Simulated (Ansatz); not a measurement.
## Tc of HfB2 (P6/mmm) from its phonons

What Tc do the phonons of HfB2 (P6/mmm) give, and how does it depend on μ*? The cell shown first is a relaxed one, from steps not shown here.

Main program and level: Ansatz 0.2.0; DFT PBE, scalar-relativistic, plane waves, PAW.

### Step 1. The cell after earlier relaxation steps

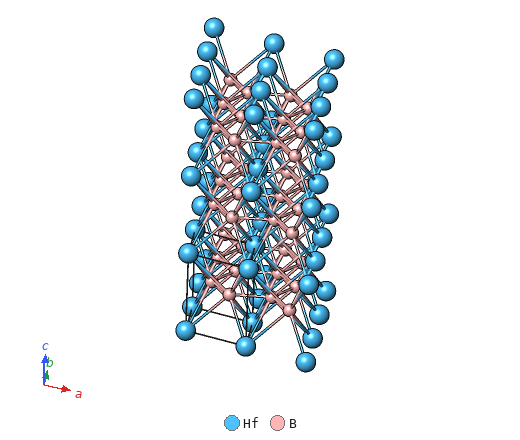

Start, viewed slightly off an axis; hafnium blue, boron pink. 2×3×3 cells are drawn. Some periodic images of atoms are drawn too.

### Step 2. Coupling and resistivity: q 3×3×2, k 9×9×6, scattering 12×12×12

The run that gives the couplings also evaluates McMillan's and Allen and Dynes's formulas and, where asked, the Eliashberg equations, over a range of μ*.

Contents of input.yaml:

```yaml
crystal:
  lattice:
    - [3.1440034686, 0.0, 0.0]
    - [-1.5720017343, 2.7227868734, 0.0]
    - [0.0, 0.0, 3.4898551749]
  atoms:
    - { symbol: Hf, position: [0.0, 0.0, 0.0] }
    - { symbol: B, position: [0.3333333333, 0.6666666667, 0.5] }
    - { symbol: B, position: [0.6666666667, 0.3333333333, 0.5] }
kpoints:
  mp_grid: { grid: [9, 9, 6] }
hamiltonian:
  xc: pbe
scf:
  occupations: { method: methfessel_paxton, width: 0.2 }
output:
  eigenvalues: true
phonons:
  method: dfpt
  qmesh: [3, 3, 2]
  temperatures: { t_max: 1000, t_step: 50 }
  qpath:
    path:
      - [[0.0, 0.0, 0.0], [0.5, 0.0, 0.0], [0.33333333, 0.33333333, 0.0], [0.0, 0.0, 0.0], [0.0, 0.0, 0.5], [0.5, 0.0, 0.5], [0.33333333, 0.33333333, 0.5], [0.0, 0.0, 0.5]]
      - [[0.5, 0.0, 0.5], [0.5, 0.0, 0.0]]
      - [[0.33333333, 0.33333333, 0.5], [0.33333333, 0.33333333, 0.0]]
    npoints: 10
  electrical_resistivity:
    mesh: [12, 12, 12]
    temperatures: [20.0, 50.0, 77.0, 100.0, 150.0, 200.0, 300.0, 400.0, 600.0, 800.0]
  superconductivity: { mesh: [12, 12, 12] }
```

Started as:

```sh
> ansatz run input.yaml --threads 4 --pin off --max-ram 10240MiB --backend cpu --events-out ev --progress --plain --runs-dir out
```

Numbers of over 12 decimals in the logs are rounded to 6 here.

The log of the run:

```text
Warning: phonons: the dynamical matrix that this run interpolates holds no multipole term above the dipole-dipole one, and a site of this crystal is no centre of inversion, so its interpolated transverse optical and acoustic branches and sound speeds can stay off near Gamma, and the density of states and the thermodynamics with them. What a run solves at a wave vector of phonons.qpoints, Gamma apart, where the deck admits one, is free of this, and under fd what a larger phonons.supercell samples
Engine: ansatz 0.2.0, aarch64-unknown-linux-gnu
Pseudopotentials: kind: paw
Pseudopotential: Hf, paw, valence charge 26, recommended cutoff 420 eV (normal), Hf.paw.azcp
Pseudopotential: B, paw, valence charge 3, recommended cutoff 420 eV (normal), B.paw.azcp
Functional definition: PBE
  parameter kappa = 0.804
  parameter beta = 0.066725
  exchange = pbe_x(kappa = kappa, mu = beta*pi^2/3)
  correlation = pbe_c(beta = beta)
Crystal: 3 atoms, lattice volume = 29.875 Å³
Basis set: ecut = 420 eV, 563 PW (Γ), exchange–correlation on 48×48×48 points (8 copies of the dense FFT grid, shifted against one another)
Bands: 20, of which v1, the nominal top of the filled ones, is band 16 counted from 1 (15 counted from 0)
Symmetry: 24 space group operations
k-points: 48 of 486
Non-local potential: Hf, projectors of the file, l = 0: 3, l = 1: 2, l = 2: 2, l = 3: 3
Non-local potential: B, projectors of the file, l = 0: 2, l = 1: 2, l = 2: 1
PAW form: soft (Blöchl's): semilocal exchange-correlation on the pseudo side does not see the compensation charge
PAW one-centre angular grid: Hf, 590 points (default); XC on 64 Gauss nodes
PAW one-centre angular grid: B, 110 points (default); XC on 64 Gauss nodes
Initial density: superposition of atomic densities (neutral atoms: chi_scale 0, normalization atom), corrected by the library's trained network
Initial wavefunctions: pseudopotential atomic-orbital guess
Functional: x = pbe(κ = 0.804, μ = 0.219515), c = pbe(β = 0.066725)
SCF iter   1: F=—  HF=-16036.206494 eV  |F-HF|=—  |Δ(HF+E_count)|=         —  Δρ=1.85e-3  dr2=1.67e-3  ethr=1.77e-3  ⟨swp⟩=3.8  Hψ=3681  notcnv=0
preconditioner: auto → none  [insulator: Δε(μ)=0.143 eV  Ē_g=17.439 eV  σ=0.200 eV  W_gap=0.57  n_scr=8 (ndim 8)  ℏωp=37.2 eV  f_vac=0.000  D(μ)=0.48/eV (n_scr^D=0)  ε∞_Penn≈5.6]
SCF iter   2: F=—  HF=-16036.205957 eV  |F-HF|=—  |Δ(HF+E_count)|=   5.37e-4  S|Δr|=    0.00e0  Δρ=6.20e-4  dr2=1.29e-4  ethr=5.23e-6  ⟨swp⟩=2.0  Hψ=1658  notcnv=0
SCF iter   3: F=—  HF=-16036.205922 eV  |F-HF|=—  |Δ(HF+E_count)|=   3.52e-5  S|Δr|=    0.00e0  Δρ=2.89e-4  dr2=9.76e-6  ethr=4.04e-7  ⟨swp⟩=2.0  Hψ=1628  notcnv=0
SCF iter   4: F=—  HF=-16036.205918 eV  |F-HF|=—  |Δ(HF+E_count)|=   3.11e-6  S|Δr|=    0.00e0  Δρ=1.28e-4  dr2=1.47e-6  ethr=3.05e-8  ⟨swp⟩=2.0  Hψ=1591  notcnv=0
SCF iter   5: F=—  HF=-16036.205916 eV  |F-HF|=—  |Δ(HF+E_count)|=   2.68e-6  S|Δr|=    0.00e0  Δρ=4.31e-5  dr2=1.32e-7  ethr=4.59e-9  ⟨swp⟩=2.0  Hψ=1725  notcnv=0
SCF iter   6: F=—  HF=-16036.205916 eV  |F-HF|=—  |Δ(HF+E_count)|=   9.29e-8  S|Δr|=    0.00e0  Δρ=3.76e-6  dr2=1.64e-9  ethr=4.12e-10  ⟨swp⟩=2.1  Hψ=1632  notcnv=0
SCF iter   7: F=—  HF=-16036.205916 eV  |F-HF|=—  |Δ(HF+E_count)|=   1.30e-9  S|Δr|=    0.00e0  Δρ=4.23e-7  dr2=1.45e-11  ethr=5.13e-12  ⟨swp⟩=2.7  Hψ=1719  notcnv=0
SCF iter   8: F=-16036.205916 eV  HF=-16036.205916 eV  |F-HF|=0.00e0  |Δ(HF+E_count)|=    0.00e0  S|Δr|=    0.00e0  Δρ=5.09e-8  dr2=4.90e-13  ethr=1.00e-12  ⟨swp⟩=5.3  Hψ=4260  notcnv=0
SCF 1 converged in 8 iterations: F = -16036.205916 eV  dr2 = 4.90e-13
  greatest PAW one-centre occupation: 0.998 electrons in one spin orbital (limit 2), on the Hf atom at site 0 (counted from 0), in its partial waves of l = 0
Initial density: read from a saved state, or passed on in memory by an earlier SCF of this step, an earlier step, the calling program or the single point that the run made first
iter 1 solved again at ethr=5.67e-9 eV; its pass at ethr=3.10e-3 eV (dr2=1.82e-6 eV) is discarded
SCF iter   1: F=—  HF=-16036.205916 eV  |F-HF|=—  |Δ(HF+E_count)|=         —  Δρ=6.41e-8  dr2=4.82e-13  ethr=5.67e-9  ⟨swp⟩=3.8  Hψ=6944  notcnv=0
eigensolver tolerance schedule: the retry pair's looser diagonalisation over-reported the residual by 3764014.08 of it (diagonalisation noise at an unbounded share of the residual, at the tolerance the schedule requests for it); recorded, not acted on — ethr = c·dr2/N_el stays at c = 1.0e-1
preconditioner: auto → none  [insulator: Δε(μ)=0.138 eV  Ē_g=17.445 eV  σ=0.200 eV  W_gap=0.55  n_scr=8 (ndim 8)  ℏωp=37.2 eV  f_vac=0.000  D(μ)=0.48/eV (n_scr^D=0)  ε∞_Penn≈5.5]
SCF iter   2: F=-16036.205916 eV  HF=-16036.205916 eV  |F-HF|=7.28e-12  |Δ(HF+E_count)|=   6.83e-9  S|Δr|=    0.00e0  Δρ=8.63e-8  dr2=1.48e-12  ethr=1.00e-12  ⟨swp⟩=6.0  Hψ=4172  notcnv=0
SCF 2 converged in 2 iterations: F = -16036.205916 eV  dr2 = 1.48e-12
phonons: the bands overlap, so this run is a metal and interpolates without the dipole-dipole term. If the crystal is really an insulator or semiconductor, its LO-TO splitting is missing
NSCF: frozen V_eff on 48 k-points
NSCF: frozen V_eff on 100 k-points
[...]
mean free path at 100 K (of a tensor a third of its trace): 362 nm by what each carries, 318 by the Fermi surface alone
  Hall coefficient in a weak field at 100 K (a third of the trace): -1.979e-9 m³/C (as a tensor it moves by 11.9 % between the two finest meshes); by each state's relaxation time: -1.901e-9 m³/C; by a constant relaxation time: -1.779e-9 m³/C
  mean free path at 150 K (of a tensor a third of its trace): 156 nm by what each carries, 142 by the Fermi surface alone
  Hall coefficient in a weak field at 150 K (a third of the trace): -1.901e-9 m³/C (as a tensor it moves by 12.0 % between the two finest meshes); by each state's relaxation time: -1.801e-9 m³/C; by a constant relaxation time: -1.784e-9 m³/C
  mean free path at 200 K (of a tensor a third of its trace): 92.0 nm by what each carries, 84.8 by the Fermi surface alone
  Hall coefficient in a weak field at 200 K (a third of the trace): -1.862e-9 m³/C (as a tensor it moves by 12.4 % between the two finest meshes); by each state's relaxation time: -1.760e-9 m³/C; by a constant relaxation time: -1.788e-9 m³/C
  mean free path at 300 K (of a tensor a third of its trace): 46.4 nm by what each carries, 43.4 by the Fermi surface alone
  Hall coefficient in a weak field at 300 K (a third of the trace): -1.804e-9 m³/C (as a tensor it moves by 13.1 % between the two finest meshes); by each state's relaxation time: -1.706e-9 m³/C; by a constant relaxation time: -1.793e-9 m³/C
  mean free path at 400 K (of a tensor a third of its trace): 30.2 nm by what each carries, 28.5 by the Fermi surface alone
  Hall coefficient in a weak field at 400 K (a third of the trace): -1.774e-9 m³/C (as a tensor it moves by 13.8 % between the two finest meshes); by each state's relaxation time: -1.678e-9 m³/C; by a constant relaxation time: -1.796e-9 m³/C
  mean free path at 600 K (of a tensor a third of its trace): 18.1 nm by what each carries, 17.1 by the Fermi surface alone
  Hall coefficient in a weak field at 600 K (a third of the trace): -1.771e-9 m³/C (as a tensor it moves by 14.8 % between the two finest meshes); by each state's relaxation time: -1.671e-9 m³/C; by a constant relaxation time: -1.799e-9 m³/C
  mean free path at 800 K (of a tensor a third of its trace): 13.1 nm by what each carries, 12.3 by the Fermi surface alone
  Hall coefficient in a weak field at 800 K (a third of the trace): -1.785e-9 m³/C (as a tensor it moves by 15.4 % between the two finest meshes); by each state's relaxation time: -1.677e-9 m³/C; by a constant relaxation time: -1.788e-9 m³/C
  the resistivity times a path that all electrons share, by the Fermi surface of the deck's mesh alone (a third of the trace): 2.340e-15 Ω·m²
  not converged in the mesh (λ; λ_tr; the resistivity at 20 K by 82.52 %; the resistivity at 50 K by 29.85 %; the resistivity at 77 K by 23.68 %; the resistivity at 100 K by 21.74 %; the resistivity at 150 K by 20.01 %; the resistivity at 200 K by 18.87 %; the resistivity at 300 K by 17.08 %; the resistivity at 400 K by 15.90 %; the resistivity at 600 K by 14.36 %; the resistivity at 800 K by 13.16 %): between neighb [...]
  vibrations of 18 cells: unjudged by the run; compare a larger repeat
  the changes of the potential over all sites missed a rigid shift's by 0.00 % (the site terms' by 0.03 %)
  between the force constants' wavevectors the phonons are obtained by Fourier interpolation alone: along a vector of fewer than three repeats the shortest translation of the supercell is 6.980 Å, and under 7.500 Å the phonon self-energy is left out by default: enlarge phonons.supercell (under dfpt, phonons.qmesh)
--- Superconductivity: potentials and phonons of a 3×3×2 supercell ---
           mesh         λ    ħω_log (meV)  μ* declared at (meV)
       12×12×12    0.1227          38.163               55.392
          6×6×6    0.1144          40.618               57.261
          3×3×3    0.1288          42.573               66.730
  λ by the species' shares of the modes' patterns: Hf 0.0628, B 0.0599
  with the Fermi level up to 100.0 meV (the hardest mode) off, states and modes as they are: density of states 0.1097 to 0.1378 /eV of one spin and cell, λ 0.1021 to 0.1346
  transition temperature on the deck's mesh (K), isotropic and anisotropic, restricted to the Fermi surface (FSR) and over the full bandwidth (FBW), and the last with the density of states resolved in a narrower window:
        μ*   McMillan   Allen–Dynes      iso. FSR      iso. FBW    aniso. FSR    aniso. FBW  narrow window
      0.08      0.000         0.000    none_found    none_found    none_found    none_found     none_found
      0.10      0.000         0.000    none_found    none_found    none_found    none_found     none_found
      0.12          -             -    none_found    none_found    none_found    none_found     none_found
      0.13          -             -    none_found    none_found    none_found    none_found     none_found
      0.14          -             -    none_found    none_found    none_found    none_found     none_found
      0.16          -             -    none_found    none_found    none_found    none_found     none_found
      0.20          -             -    none_found    none_found    none_found    none_found     none_found
  none_found: no transition down to 0.1 K
  isotope coefficients −∂ln Tc/∂ln M under μ* = 0.13, the force constants as they are, of the isotropic transitions restricted to the Fermi surface and over the full bandwidth: Hf - and -, B - and -
  not converged in the mesh (λ): between neighbouring meshes, the two finest first, λ moves by 6.79 % and 12.62 % and the anisotropic transition temperature over the full bandwidth at μ* = 0.13 by nothing (neither mesh has one) and nothing (neither mesh has one); converged means that the two finest part by at most 2.00 % and 5.00 %
  vibrations of 18 cells: unjudged by the run; compare a larger repeat
  the changes of the potential over all sites missed a rigid shift's by 0.00 % (the site terms' by 0.03 %)
  between the force constants' wavevectors the phonons are obtained by Fourier interpolation alone: along a vector of fewer than three repeats the shortest translation of the supercell is 6.980 Å, and under 7.500 Å the phonon self-energy is left out by default: enlarge phonons.supercell (under dfpt, phonons.qmesh)
[key lines of the parts left out:]
SCF converged after 8 iterations
Free energy (F): -16036.205916 eV
Fermi energy:    20.487590 eV
```

It took 1.7 min on 4 threads of Arm Neoverse V1, shared host; peak memory 0.68 GiB; 6.4 min of CPU time.

In the SCF lines HF is the Harris–Foulkes energy and dr2 the Hartree energy of the density residual, in eV; the loop may stop once dr2 is under the threshold and the program's other checks hold. Hψ counts applications of the Hamiltonian.

This step gave:

```
volume per atom                                                                : 9.958 Å³
metallic on mesh                                                               : yes
gap on the k-mesh                                                              : 0 eV
zero point energy                                                              : 0.2613 eV/cell
share of imaginary modes in the plain interpolation between solved wavevectors : 0
highest frequency, solved or plainly interpolated                              : 806.2 cm⁻¹
Debye temperature (second moment)                                              : 973 K
resistivity at 300 K                                                           : 5.406 μΩ cm, mean of the axes
coupling constant λ                                                            : 0.1227
density of states at the Fermi level                                           : 0.1284 states/eV a spin and cell
log mean phonon energy ħω_log                                                  : 38.16 meV
transport coupling constant λ_tr                                               : 0.1247, 0.1247, 0.1362 (xx, yy, zz)
Drude plasma energy                                                            : 4.49, 4.49, 4.515 eV (xx, yy, zz)
resistivity times mean free path                                               : 23.51, 23.51, 23.17 × 10⁻¹⁶ Ω m² (xx, yy, zz)
second-moment phonon energy ħω₂                                                : 55.39 meV
```

An empty cell: under 1 mK by a formula, or no transition down to the floor of the Eliashberg search. Transition temperatures:

```csv
μ*,McMillan Tc (K),Allen–Dynes Tc (K)
0.08,-,-
0.1,-,-
0.12,-,-
0.13,-,-
0.14,-,-
0.16,-,-
0.2,-,-
```

The Eliashberg function α²F has structure finer than the step of the table below, so its rows give means over 5 meV, whole bins alone (the curve runs from 0.39 to 99.6 meV). Peaks (meV: height): α²F 21.5: 0.184, 67.5: 0.167, 82.4: 0.0554, 94.1: 0.115, 98.8: 0.150; α²F tr 21.5: 0.198, 67.5: 0.197, 82.4: 0.0656, 94.1: 0.130, 98.8: 0.127.

The Eliashberg function α²F by phonon energy; means over each step:

```
phonon energy (meV)      α²F   α²F tr
                  5   1.4e-4   1.3e-4
                 10  0.00136  0.00105
                 15  0.00716  0.00678
                 20   0.0946   0.0991
                 25   0.0266   0.0270
                 30        0        0
                 35        0        0
                 40        0        0
                 45        0        0
                 50   1.4e-4   6.1e-5
                 55  0.00606  0.00492
                 60   0.0184   0.0198
                 65    0.107    0.113
                 70   0.0995    0.110
                 75   0.0366   0.0371
                 80   0.0230   0.0261
                 85   0.0194   0.0215
                 90   0.0269   0.0322
                 95   0.0700   0.0774
```

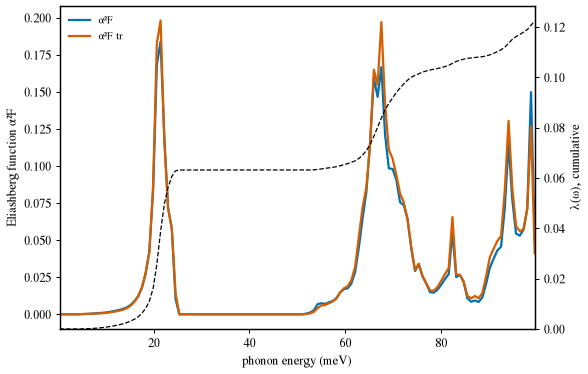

Eliashberg function α²F, plotted against phonon energy. The dashed line is the running λ.

The Eliashberg function α²F has structure finer than the step of the table below, so its rows give means over 5 meV, whole bins alone (the curve runs from 0.39 to 99.6 meV). Peaks (meV: height): α²F 21.5: 0.184, 67.5: 0.167, 82.4: 0.0554, 94.1: 0.115, 98.8: 0.150; Hf 21.5: 0.183; B 67.5: 0.166, 82.4: 0.0553, 94.1: 0.115, 98.8: 0.150.

Eliashberg function α²F against phonon energy; means over each step:

```
phonon energy (meV)      α²F       Hf        B
                  5   1.4e-4   1.4e-4   8.1e-7
                 10  0.00136  0.00124   1.1e-4
                 15  0.00716  0.00684   3.0e-4
                 20   0.0946   0.0939   7.0e-4
                 25   0.0266   0.0265   9.2e-5
                 30        0        0        0
                 35        0        0        0
                 40        0        0        0
                 45        0        0        0
                 50   1.4e-4        0   1.4e-4
                 55  0.00606   2.6e-4  0.00582
                 60   0.0184   5.0e-4   0.0180
                 65    0.107   9.3e-4    0.106
                 70   0.0995   2.1e-4   0.0993
                 75   0.0366   3.4e-5   0.0365
                 80   0.0230   5.7e-5   0.0229
                 85   0.0194   3.7e-5   0.0193
                 90   0.0269        0   0.0269
                 95   0.0700   6.2e-5   0.0699
```

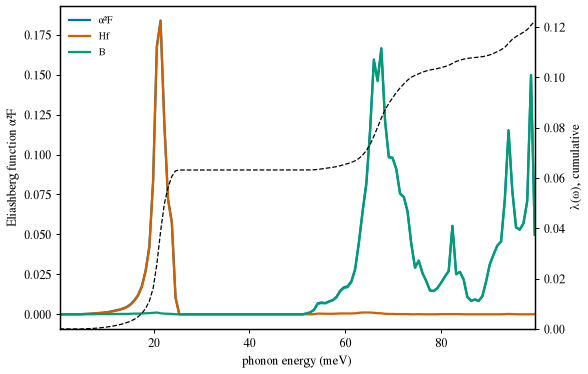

Eliashberg function α²F against phonon energy. The dashed line is the running λ.

### Step 3. Outcome

```yaml
meshes: q 3×3×2, k 9×9×6, scattering 12×12×12
coupling_constant_lambda: 0.123
log_mean_phonon_energy_omega_log: 38.2 meV
```

In words: In the last run (PBE, q 3×3×2, k 9×9×6, scattering 12×12×12), with λ = 0.12 and ħω_log = 38.2 meV, Tc at μ* = 0.13 is under 1 mK by the formulas. In that run Allen and Dynes's formula gives no transition above 0.05 K at μ* = 0.10 or more. By the run's own test λ is not converged in the fine mesh: it moves by 7 % between the two finest. The run's transport test calls it not converged in the mesh; ρ(300 K) moves by 17 % in the component that moves most. These meshes are coarse. No spin–orbit coupling, which matters for Hf. μ* is a typed number, phonons are harmonic, and spin fluctuations are left out; with λ this near or under μ*(1 + 0.62 λ), the formulas give Tc only to its order of magnitude, or none.

[Logs are printed without paths, hosts, clocks, repeated set-up lines and the standing remarks that a program may print on its own settings, such as how far it seeks lower states.]

[Hosts, paths, dates, database ids (printed as entryN), source tags and the programs' standing remarks are cut or masked in the printed files.]
